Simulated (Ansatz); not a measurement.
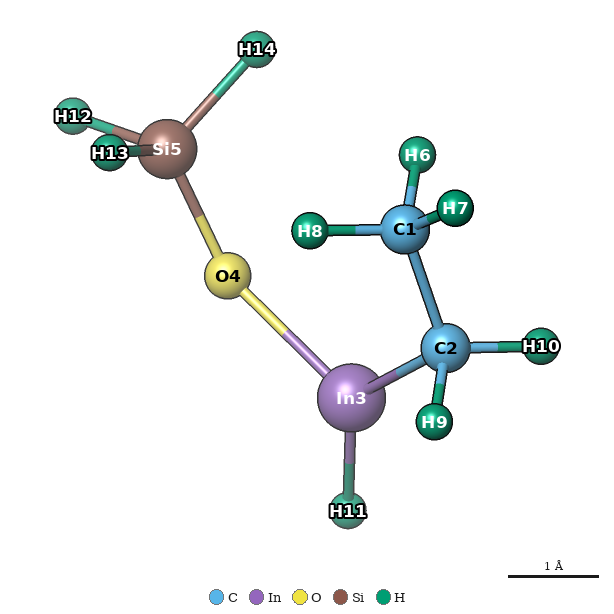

(Drawn from a calculation with Ansatz.)

Orthographic view. Atoms fade into the background with distance from the viewer. State: charge +1, doublet. Geometry: the geometry of the neutral molecule.

Write the connection table.

C1: C2, H6, H7, H8
C2: C1, In3, H9, H10
In3: C2, O4, H11
O4: In3, Si5
Si5: O4, H12, H13, H14
(terminal hydrogens appear only as neighbours)
